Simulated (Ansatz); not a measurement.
# SnH4 + HO2 radical: a complex and its separated parts, part 2 of 2

Ansatz 0.2.0, Gaussian basis.

## Step 14: wB97X-V/def2-TZVPP

The inputs:

parta/in.yaml

```yaml
crystal:
  periodic: [false, false, false]
  atoms:
    - {symbol: H, position_ang: [-0.260041, 0.927820, 0.653720]}
    - {symbol: Sn, position_ang: [1.156642, 0.147745, 0.117684]}
    - {symbol: H, position_ang: [2.521175, 0.976591, 0.712579]}
    - {symbol: H, position_ang: [1.172577, -1.456893, 0.690160]}
    - {symbol: H, position_ang: [1.192670, 0.143484, -1.585704]}
basis:
  gaussian: {orbitals: def2-TZVPP}
hamiltonian: {xc: {name: wB97X-V}}
```

partb/in.yaml

```yaml
crystal:
  periodic: [false, false, false]
  atoms:
    - {symbol: O, position_ang: [-1.594359, -1.026954, -0.744506]}
    - {symbol: O, position_ang: [-2.387122, -0.173376, -0.148068]}
    - {symbol: H, position_ang: [-1.801543, 0.461485, 0.304234]}
basis:
  gaussian: {orbitals: def2-TZVPP}
magnetization: {spin_polarized: true, initial_magnetization: 1}
hamiltonian: {xc: {name: wB97X-V}}
```

The same command starts each run, in its folder.

Command:

```bash
$ ansatz run in.yaml --threads 4 --pin off --events-out ev --progress --plain --max-ram 9574MiB
```

parta printed, shortened:

```text
Functional definition: wB97X-V
  name "wB97X-V"
  cite "Mardirossian & Head-Gordon, Phys. Chem. Chem. Phys. 16, 9904 (2014) doi:10.1039/C3CP54374A"
  cite "Becke, J. Chem. Phys. 107, 8554 (1997) doi:10.1063/1.475007"
  cite "Vydrov & Van Voorhis, J. Chem. Phys. 133, 244103 (2010) doi:10.1063/1.3521275"
[...]
      + integral(e_c_pw_opposite_spin*poly(b97_u_opposite, cos0, cos1)) + vv10(b, c)
668 factors; their error is unknown
171 factors; integrals over basis functions are off by at most 8.8e-6 eV
[...]
mean field -5895.31403941 eV, -216.6487949611 hartree, gradient 3.5e-5 eV, S^2 0.000000; 0 other end points of the search recorded, 0 dependent functions left out
reference -5895.31403715 eV, -216.6487948779 hartree; 13, 13 occupied and 93, 93 virtual orbitals, 668 factors
Total energy: -5895.31403715 eV, -216.6487948779 hartree
```

Output in partb, shortened:

```text
[... 5 set-up lines as earlier in the session ...]
[...]
      + integral(e_c_pw_opposite_spin*poly(b97_u_opposite, cos0, cos1)) + vv10(b, c)
361 factors; their error is unknown
75 factors; integrals over basis functions are off by at most 3.1e-5 eV
[...]
mean field -4106.80776362 eV, -150.9224016188 hartree, gradient 3.8e-5 eV, S^2 0.753583; 1 other end points of the search recorded, 0 dependent functions left out
reference -4106.80776284 eV, -150.9224015899 hartree; 9, 8 occupied and 67, 68 virtual orbitals, 361 factors
Total energy: -4106.80776284 eV, -150.9224015899 hartree
```

They took 1.4 s (parta), 2.1 s (partb) on 4 threads of Arm Neoverse V1, shared host.

## Step 15: wB97M-V/def2-TZVPP

The same edit goes into each in.yaml of step 14 (parta, partb):

```diff
-hamiltonian: {xc: {name: wB97X-V}}
+hamiltonian: {xc: {name: wB97M-V}}
```

Each run has its own folder and the same command.

Command:

```bash
$ ansatz run in.yaml --threads 4 --pin off --events-out ev --progress --plain --max-ram 9574MiB
```

Log of parta, shortened:

```text
Functional definition: wB97M-V
  name "wB97M-V"
  cite "Mardirossian & Head-Gordon, J. Chem. Phys. 144, 214110 (2016) doi:10.1063/1.4952647"
[... 2 set-up lines as earlier in the session ...]
  # Of w^i u^j: cxij and so on, Table III.
[...]
  gx(w, u) = 1 - cx + cx01*u + cx10*w
[...]
      + integral(e_c_pw_mod_opposite_spin*gos(b97_w_opposite, b97_u_opposite)) + vv10(b, c)
668 factors; their error is unknown
171 factors; integrals over basis functions are off by at most 8.8e-6 eV
[...]
mean field -5893.94576553 eV, -216.5985118235 hartree, gradient 1.7e-5 eV, S^2 0.000000; 0 other end points of the search recorded, 0 dependent functions left out
reference -5893.94582164 eV, -216.5985138853 hartree; 13, 13 occupied and 93, 93 virtual orbitals, 668 factors
Total energy: -5893.94582164 eV, -216.5985138853 hartree
```

partb printed, shortened:

```text
[... 5 set-up lines as earlier in the session ...]
  # Of w^i u^j: cxij and so on, Table III.
[...]
  gx(w, u) = 1 - cx + cx01*u + cx10*w
[...]
      + integral(e_c_pw_mod_opposite_spin*gos(b97_w_opposite, b97_u_opposite)) + vv10(b, c)
361 factors; their error is unknown
75 factors; integrals over basis functions are off by at most 3.1e-5 eV
[...]
mean field -4107.05811957 eV, -150.9316020303 hartree, gradient 3.5e-5 eV, S^2 0.753273; 1 other end points of the search recorded, 0 dependent functions left out
reference -4107.05813973 eV, -150.9316027713 hartree; 9, 8 occupied and 67, 68 virtual orbitals, 361 factors
Total energy: -4107.05813973 eV, -150.9316027713 hartree
```

They took 1.6 s (parta), 2.2 s (partb) on 4 threads of Arm Neoverse V1, shared host.

## Step 16: B2PLYP/def2-TZVPP

The same edit goes into each in.yaml of step 15 (parta, partb):

```diff
-hamiltonian: {xc: {name: wB97M-V}}
+hamiltonian: {xc: {name: B2PLYP}}
```

The same command starts each run, in its folder.

Command:

```bash
$ ansatz run in.yaml --threads 4 --pin off --events-out ev --progress --plain --max-ram 9574MiB
```

parta printed, shortened:

```text
Functional definition: B2PLYP
  name "B2PLYP"
  cite "Grimme, J. Chem. Phys. 124, 034108 (2006) doi:10.1063/1.2148954"
[... 2 set-up lines as earlier in the session ...]
[...]
758 factors; integrals over basis functions are off by at most 1.5e-3 eV
[...]
mean field -5886.78107798 eV, -216.3352144121 hartree, gradient 2.8e-6 eV, S^2 0.000000; 0 other end points of the search recorded, 0 dependent functions left out
4 core orbitals not correlated: weight in the atoms' cores, before any rotation towards them, 1.000 or more for the frozen orbitals, at most 0.000 for the correlated occupied ones
reference -5886.78123535 eV, -216.3352201956 hartree; 9, 9 occupied and 93, 93 virtual orbitals, 758 factors
second order -11.38031712 eV of doubles, -0.00000000 eV of singles
Total energy: -5889.85392098 eV, -216.4481393095 hartree
```

partb printed, shortened:

```text
[... 5 set-up lines as earlier in the session ...]
[...]
490 factors; integrals over basis functions are off by at most 1.1e-3 eV
[...]
mean field -4101.61706723 eV, -150.7316470450 hartree, gradient 2.5e-6 eV, S^2 0.757330; 2 other end points of the search recorded, 0 dependent functions left out
2 core orbitals not correlated: weight in the atoms' cores, before any rotation towards them, 1.000 or more for the frozen orbitals, at most 0.000 for the correlated occupied ones
reference -4101.61715869 eV, -150.7316504060 hartree; 7, 6 occupied and 67, 68 virtual orbitals, 490 factors
second order -14.78414455 eV of doubles, -0.00000000 eV of singles
Total energy: -4105.60887772 eV, -150.8783433747 hartree
```

Wall times: 0.85 s (parta), 0.85 s (partb) on 4 threads of Arm Neoverse V1, shared host.

## Step 17: PBE-QIDH/def2-TZVPP

Each input of step 16 (parta, partb) changes in the same lines:

```diff
-hamiltonian: {xc: {name: B2PLYP}}
+hamiltonian: {xc: {name: PBE-QIDH}}
```

One command serves all of them, each in its own folder.

Command:

```bash
$ ansatz run in.yaml --threads 4 --pin off --events-out ev --progress --plain --max-ram 9574MiB
```

parta printed, shortened:

```text
Functional definition: PBE-QIDH
  name "PBE-QIDH"
  cite "Brémond, Sancho-García, Pérez-Jiménez & Adamo, J. Chem. Phys. 141, 031101 (2014) doi:10.1063/1.4890314"
[... 1 set-up line as earlier in the session ...]
[...]
758 factors; integrals over basis functions are off by at most 1.5e-3 eV
[...]
mean field -5886.90061013 eV, -216.3396071376 hartree, gradient 3.9e-6 eV, S^2 0.000000; 0 other end points of the search recorded, 0 dependent functions left out
4 core orbitals not correlated: weight in the atoms' cores, before any rotation towards them, 1.000 or more for the frozen orbitals, at most 0.000 for the correlated occupied ones
reference -5886.90062331 eV, -216.3396076220 hartree; 9, 9 occupied and 93, 93 virtual orbitals, 758 factors
second order -10.67013621 eV of doubles, -0.00000000 eV of singles
Total energy: -5890.45733538 eV, -216.4703143798 hartree
```

Log of partb, shortened:

```text
[... 4 set-up lines as earlier in the session ...]
[...]
490 factors; integrals over basis functions are off by at most 1.1e-3 eV
[...]
mean field -4098.62033648 eV, -150.6215192211 hartree, gradient 4.4e-6 eV, S^2 0.758592; 2 other end points of the search recorded, 0 dependent functions left out
2 core orbitals not correlated: weight in the atoms' cores, before any rotation towards them, 1.000 or more for the frozen orbitals, at most 0.000 for the correlated occupied ones
reference -4098.62034185 eV, -150.6215194183 hartree; 7, 6 occupied and 67, 68 virtual orbitals, 490 factors
second order -13.59264090 eV of doubles, -0.00000000 eV of singles
Total energy: -4103.15122215 eV, -150.7880261982 hartree
```

Wall times: 0.85 s (parta), 0.6 s (partb) on 4 threads of Arm Neoverse V1, shared host.

## Step 18: RPA on PBE/def2-TZVPP

Each input of step 17 (parta, partb) changes in the same lines:

```diff
-hamiltonian: {xc: {name: PBE-QIDH}}
+hamiltonian: {xc: pbe}
+correlation: {method: rpa}
```

The same command starts each run, in its folder.

Command:

```bash
$ ansatz run in.yaml --threads 4 --pin off --events-out ev --progress --plain --max-ram 9574MiB
```

parta printed, shortened:

```text
[... 4 set-up lines as earlier in the session ...]
[...]
758 factors; integrals over basis functions are off by at most 1.5e-3 eV
[...]
mean field -5895.30671613 eV, -216.6485258354 hartree, gradient 4.3e-6 eV, S^2 0.000000; 0 other end points of the search recorded, 0 dependent functions left out
4 core orbitals not correlated: weight in the atoms' cores, before any rotation towards them, 1.000 or more for the frozen orbitals, at most 0.000 for the correlated occupied ones
reference -5867.34537403 eV, -215.6209654660 hartree; 9, 9 occupied and 93, 93 virtual orbitals, 758 factors
Total energy: -5882.53085918 eV, -216.1790217521 hartree
```

partb printed, shortened:

```text
[... 4 set-up lines as earlier in the session ...]
[...]
490 factors; integrals over basis functions are off by at most 1.1e-3 eV
[...]
mean field -4104.26796247 eV, -150.8290656480 hartree, gradient 9.7e-6 eV, S^2 0.752026; 6 other end points of the search recorded, 0 dependent functions left out
2 core orbitals not correlated: weight in the atoms' cores, before any rotation towards them, 1.000 or more for the frozen orbitals, at most 0.000 for the correlated occupied ones
reference -4087.49541277 eV, -150.2126858152 hartree; 7, 6 occupied and 67, 68 virtual orbitals, 490 factors
Total energy: -4106.70140289 eV, -150.9184929341 hartree
```

They took 0.9 s (parta), 1.1 s (partb) on 4 threads of Arm Neoverse V1, shared host.

## Step 19: CCSD(T)/def2-TZVPP

Edit parta/in.yaml of step 18 so:

```diff
@@ -10,3 +10,2 @@
   gaussian: {orbitals: def2-TZVPP}
-hamiltonian: {xc: pbe}
-correlation: {method: rpa}
+correlation: {method: ccsd_t}
```

Edit partb/in.yaml of step 18 so:

```diff
@@ -9,3 +9,3 @@
 magnetization: {spin_polarized: true, initial_magnetization: 1}
-hamiltonian: {xc: pbe}
-correlation: {method: rpa}
+correlation: {method: ccsd_t}
+scf: {omitted_lower_state_checks: [cluster_reference]}
```

Each run has its own folder and the same command.

Command:

```bash
$ ansatz run in.yaml --threads 4 --pin off --events-out ev --progress --plain --max-ram 9574MiB
```

parta printed, shortened:

```text
Functional definition: HF
  name "HF"
  cite "Fock, Z. Phys. 61, 126 (1930) doi:10.1007/BF01340294"
[... 1 set-up line as earlier in the session ...]
[...]
758 factors; integrals over basis functions are off by at most 1.5e-3 eV
[...]
mean field -5867.98121823 eV, -215.6443323096 hartree, gradient 1.6e-6 eV, S^2 0.000000; 0 other end points of the search recorded, 0 dependent functions left out
4 core orbitals not correlated: weight in the atoms' cores, before any rotation towards them, 1.000 or more for the frozen orbitals, at most 0.000 for the correlated occupied ones
reference -5867.98121823 eV, -215.6443323096 hartree; 9, 9 occupied and 93, 93 virtual orbitals, 758 factors
second order -9.54666596 eV of doubles, -0.00000000 eV of singles
cycle   1  -9.68045834 eV  change   -1.3e-1 eV  update   7.7e-2
[...]
cycle   8  -10.02201906 eV  change   -1.2e-5 eV  update   9.0e-6
perturbative correction -0.23027480 eV, -0.0084624427 hartree
Total energy: -5878.23351209 eV, -216.0210971597 hartree
```

partb printed, shortened:

```text
[... 4 set-up lines as earlier in the session ...]
[...]
490 factors; integrals over basis functions are off by at most 1.1e-3 eV
[...]
mean field -4088.37677495 eV, -150.2450752782 hartree, gradient 9.0e-6 eV, S^2 0.762197; 4 other end points of the search recorded, 0 dependent functions left out
[...]
reference -4088.37677495 eV, -150.2450752782 hartree; 7, 6 occupied and 67, 68 virtual orbitals, 490 factors
second order -11.97481337 eV of doubles, -0.00000000 eV of singles
cycle   1  -11.95000711 eV  change    2.5e-2 eV  update   8.6e-2
[...]
cycle  11  -12.42321462 eV  change   -1.6e-5 eV  update   7.5e-6
perturbative correction -0.45216389 eV, -0.0166167164 hartree
Total energy: -4101.25215347 eV, -150.7182367113 hartree
Checks for a lower state left out: cluster_reference
```

Wall times: 2.4 s (parta), 1.2 s (partb) on 4 threads of Arm Neoverse V1, shared host.

## Step 20: MP2/def2-QZVPP

Edit parta/in.yaml of step 19 so:

```diff
@@ -9,3 +9,3 @@
 basis:
-  gaussian: {orbitals: def2-TZVPP}
-correlation: {method: ccsd_t}
+  gaussian: {orbitals: "def2-QZVPP.json"}
+correlation: {method: mp2}
```

Edit partb/in.yaml of step 19 so:

```diff
@@ -7,5 +7,5 @@
 basis:
-  gaussian: {orbitals: def2-TZVPP}
+  gaussian: {orbitals: "def2-QZVPP.json"}
 magnetization: {spin_polarized: true, initial_magnetization: 1}
-correlation: {method: ccsd_t}
+correlation: {method: mp2}
 scf: {omitted_lower_state_checks: [cluster_reference]}
```

The basis file named in the input lies beside it (Basis Set Exchange, JSON).

The same command starts each run, in its folder.

Command:

```bash
$ ansatz run in.yaml --threads 4 --pin off --events-out ev --progress --plain --max-ram 9574MiB
```

Log of parta, shortened:

```text
[... 4 set-up lines as earlier in the session ...]
[...]
1206 factors; integrals over basis functions are off by at most 1.2e-3 eV
[...]
mean field -5868.03709391 eV, -215.6463857026 hartree, gradient 2.7e-6 eV, S^2 0.000000; 0 other end points of the search recorded, 0 dependent functions left out
4 core orbitals not correlated: weight in the atoms' cores, before any rotation towards them, 1.000 or more for the frozen orbitals, at most 0.000 for the correlated occupied ones
reference -5868.03709391 eV, -215.6463857026 hartree; 9, 9 occupied and 189, 189 virtual orbitals, 1206 factors
second order -15.30131048 eV of doubles, -0.00000000 eV of singles
Total energy: -5883.33840438 eV, -216.2086984911 hartree
```

partb printed, shortened:

```text
[... 4 set-up lines as earlier in the session ...]
[...]
916 factors; integrals over basis functions are off by at most 1.8e-3 eV
[...]
mean field -4088.56168778 eV, -150.2518706993 hartree, gradient 3.8e-6 eV, S^2 0.762974; 4 other end points of the search recorded, 0 dependent functions left out
2 core orbitals not correlated: weight in the atoms' cores, before any rotation towards them, 1.000 or more for the frozen orbitals, at most 0.000 for the correlated occupied ones
reference -4088.56168778 eV, -150.2518706993 hartree; 7, 6 occupied and 135, 136 virtual orbitals, 916 factors
second order -12.99341876 eV of doubles, -0.00000000 eV of singles
Total energy: -4101.55510654 eV, -150.7293700314 hartree
Checks for a lower state left out: cluster_reference
```

They took 1.5 s (parta), 1.4 s (partb) on 4 threads of Arm Neoverse V1, shared host.

## Step 21: Vibrations of SnH4

The input, vib-parta/in.yaml:

```yaml
crystal:
  periodic: [false, false, false]
  atoms:
    - {symbol: H, position_ang: [-0.260041, 0.927820, 0.653720]}
    - {symbol: Sn, position_ang: [1.156642, 0.147745, 0.117684]}
    - {symbol: H, position_ang: [2.521175, 0.976591, 0.712579]}
    - {symbol: H, position_ang: [1.172577, -1.456893, 0.690160]}
    - {symbol: H, position_ang: [1.192670, 0.143484, -1.585704]}
basis:
  gaussian: {orbitals: def2-TZVP}
hamiltonian: {xc: pbe0, dispersion: d4}
phonons: {temperatures: {t_min: 298.15, t_max: 900, t_step: 200}}
```

Command:

```bash
$ ansatz run in.yaml --threads 4 --pin off --events-out ev --progress --plain --max-ram 9574MiB
```

Log, shortened:

```text
[... 5 set-up lines as earlier in the session ...]
[...]
637 factors; their error is unknown
[...]
mean field -5895.74707632 eV, -216.6647087738 hartree, gradient 3.7e-5 eV, S^2 0.000000; 0 other end points of the search recorded, 0 dependent functions left out
[...]
Atom 2 at     2.521175     0.976591     0.712579 Å, force    -0.000326    -0.000227    -0.000171 eV/Å
Atom 3 at     1.172577    -1.456893     0.690160 Å, force     0.000114     0.000384    -0.000217 eV/Å
Atom 4 at     1.192670     0.143484    -1.585704 Å, force     0.000116    -0.000072     0.000443 eV/Å
Dipole moment:     0.000042    -0.000004    -0.000004 e Å
Vibrations: 686.35 686.37 686.37 755.70 755.72 1960.15 1961.17 1961.18 1961.18 cm⁻¹, zero-point energy 0.707590 eV
```

It took 9 s on 4 threads of Arm Neoverse V1, shared host.

The modes, with what each moves most:

| mode | wavenumber (cm⁻¹) | character |
| --- | --- | --- |
| 1 | 686 | bend |
| 2 | 686 | bend |
| 3 | 686 | bend |
| 4 | 756 | bend |
| 5 | 756 | bend |
| 6 | 1960 | Sn–H stretch |
| 7 | 1961 | Sn–H stretch |
| 8 | 1961 | Sn–H stretch |
| 9 | 1961 | Sn–H stretch |

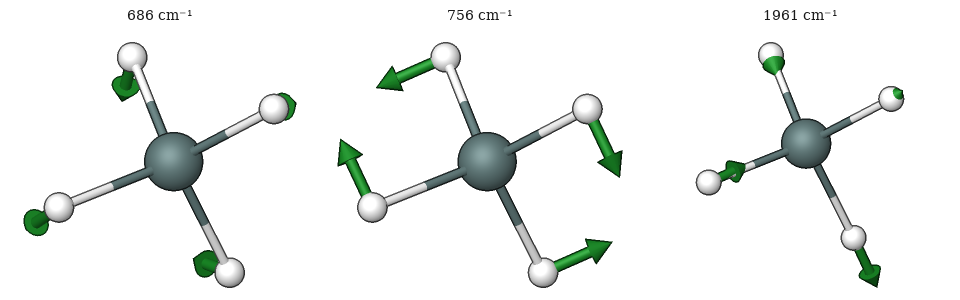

How the atoms move in 3 of the modes.

Vibrational sums (real modes only):

| T (K) | entropy (J/mol/K) | heat capacity (J/mol/K) |
| --- | --- | --- |
| 298 | 6.1 | 17.0 |
| 498 | 19.0 | 33.2 |
| 698 | 32.1 | 44.7 |
| 898 | 44.4 | 52.8 |

## Step 22: Vibrations of HO2 radical

The input, vib-partb/in.yaml:

```yaml
crystal:
  periodic: [false, false, false]
  atoms:
    - {symbol: O, position_ang: [-1.594359, -1.026954, -0.744506]}
    - {symbol: O, position_ang: [-2.387122, -0.173376, -0.148068]}
    - {symbol: H, position_ang: [-1.801543, 0.461485, 0.304234]}
basis:
  gaussian: {orbitals: def2-TZVP}
magnetization: {spin_polarized: true, initial_magnetization: 1}
hamiltonian: {xc: pbe0, dispersion: d4}
phonons: {temperatures: {t_min: 298.15, t_max: 900, t_step: 200}}
```

Command:

```bash
$ ansatz run in.yaml --threads 4 --pin off --events-out ev --progress --plain --max-ram 9574MiB
```

Log, shortened:

```text
[... 5 set-up lines as earlier in the session ...]
[...]
346 factors; their error is unknown
[...]
mean field -4103.93632609 eV, -150.8168782360 hartree, gradient 3.1e-5 eV, S^2 0.754110; 1 other end points of the search recorded, 0 dependent functions left out
[...]
Total energy: -4103.94632012 eV, -150.8172455099 hartree
Atom 0 at    -1.594359    -1.026954    -0.744506 Å, force    -0.000528     0.000691     0.000484 eV/Å
Atom 1 at    -2.387122    -0.173376    -0.148068 Å, force     0.000816    -0.000212    -0.000143 eV/Å
Atom 2 at    -1.801543     0.461485     0.304234 Å, force    -0.000288    -0.000479    -0.000340 eV/Å
Dipole moment:     0.108723     0.377983     0.267517 e Å
Vibrations: 1226.03 1458.26 3630.45 cm⁻¹, zero-point energy 0.391464 eV
```

It took 3.2 s on 4 threads of Arm Neoverse V1, shared host.

The modes, with what each moves most:

| mode | wavenumber (cm⁻¹) | character |
| --- | --- | --- |
| 1 | 1226 | O–O stretch |
| 2 | 1458 | bend |
| 3 | 3630 | O–H stretch |

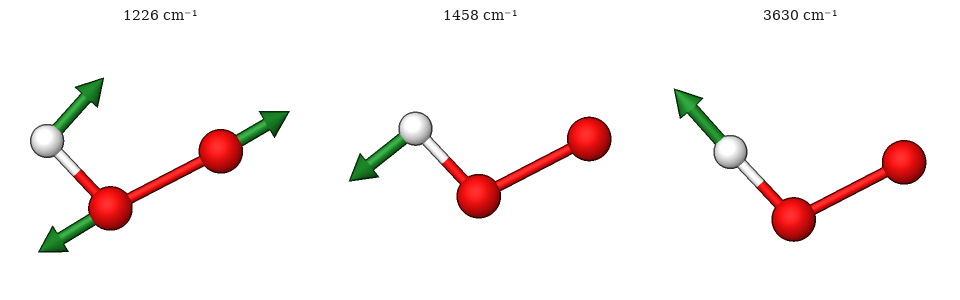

How the atoms move in 3 of the modes.

Vibrational sums (real modes only):

| T (K) | entropy (J/mol/K) | heat capacity (J/mol/K) |
| --- | --- | --- |
| 298 | 0.2 | 1.2 |
| 498 | 1.8 | 5.5 |
| 698 | 4.3 | 9.4 |
| 898 | 7.0 | 12.3 |

## Step 23: Complex less separated parts

The complex's own energies come from single points at the same levels.

Rows are in def2-TZVPP; times add the 3 runs of a level on a shared host, so small differences are noise.

Differences are taken before rounding.

| method | rung | complex less parts (kJ/mol) | from CCSD(T) (kJ/mol) | time |
| --- | --- | --- | --- | --- |
| SPW92 | LDA | -38.6 | -23.6 | 2.1 s |
| PBE-D4 | GGA | -24.4 | -9.4 | 4.1 s |
| BLYP-D4 | GGA | -20.8 | -5.8 | 4.3 s |
| r2SCAN-D4 | meta-GGA | -20.6 | -5.6 | 7.4 s |
| B97M-V | meta-GGA | -21.2 | -6.1 | 14 s |
| PBE0-D4 | hybrid | -19.0 | -3.9 | 4.3 s |
| B3LYP-D4 | hybrid | -18.1 | -3.1 | 4.3 s |
| r2SCAN0-D4 | hybrid | -17.1 | -2.0 | 10 s |
| BHLYP-D4 | hybrid | -14.9 | +0.2 | 5.8 s |
| CAM-B3LYP-D4 | range-separated hybrid | -17.9 | -2.8 | 5.4 s |
| wB97X-V | range-separated hybrid | -17.3 | -2.2 | 25 s |
| wB97M-V | range-separated hybrid | -18.0 | -3.0 | 29 s |
| B2PLYP | double hybrid | -13.3 | +1.8 | 8.7 s |
| PBE-QIDH | double hybrid | -14.5 | +0.6 | 8 s |
| RPA on PBE | RPA | -10.7 | +4.3 | 9 s |
| Hartree-Fock | wavefunction | 7.1 | +22.1 |  |
| MP2 | wavefunction | -15.3 | -0.2 |  |
| CCSD | wavefunction | -11.6 | +3.5 |  |
| CCSD(T) | wavefunction | -15.0 | 0 | 4.2 min |

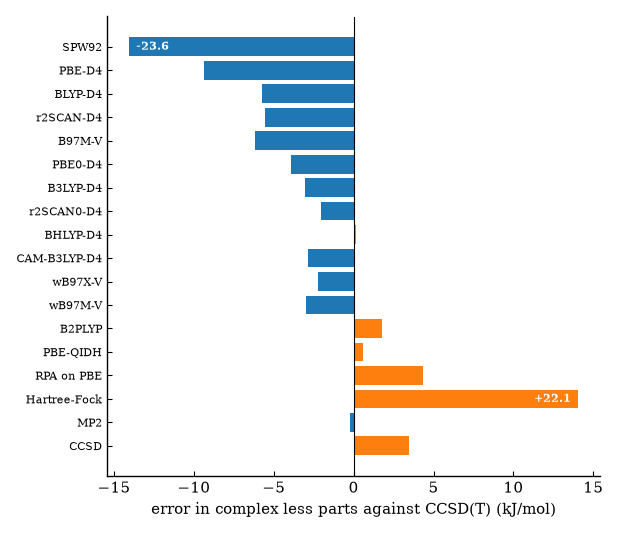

Deviations from CCSD(T), method by method. Bars with a number in them are cut short.

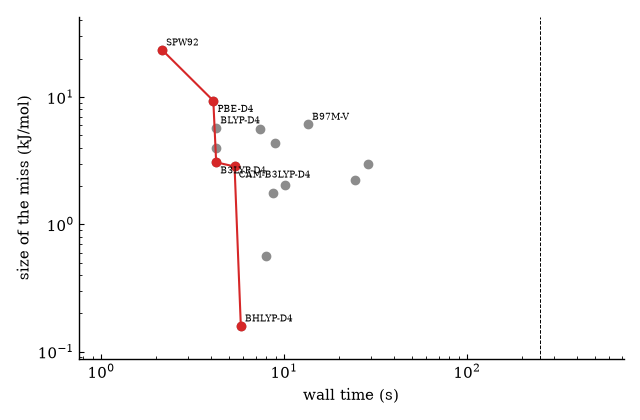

Accuracy for the time spent; red marks the levels that beat every quicker one drawn (of those quicker than the yardstick), and the dashed line is the time of CCSD(T). Only those levels and the largest misses are named. Times are from a shared host.

BHLYP-D4 reaches 0.2 kJ/mol from the reference in 5.8 s, where CCSD(T) took 4.2 min; the quickest level in the cost chart, SPW92, takes 2.1 s and misses by 23.6 kJ/mol.

The complex's zero-point energy, from a separate PBE0-D4 run, is 1.169 eV.

## Step 24: What came out

What follows sums up all 2 parts.

```
                              quantity         value
complex less parts, CCSD(T)/def2-TZVPP  -15.0 kJ/mol
                with zero-point energy   -8.3 kJ/mol
                 largest T1 diagnostic         0.032
```

At CCSD(T) the complex lies 15.0 kJ/mol below its parts. The functionals run from BHLYP-D4, off by +0.2 kJ/mol, to SPW92, off by -23.6 kJ/mol, against CCSD(T). By rung, the mean size of the error is: LDA 23.6, GGA 7.6, meta-GGA 5.9, hybrid 2.3, range-separated hybrid 2.7, double hybrid 1.2 kJ/mol. The double hybrids carry no dispersion term here, unlike the levels marked D4 or V. PBE-D4 gives a relative energy 9.4 kJ/mol too low, outside chemical accuracy (1 kcal/mol, 4.2 kJ/mol). No counterpoise was applied, and triple zeta lacks some correlation, so the CCSD(T) reference has a basis error of its own, and close matches with it are partly luck.
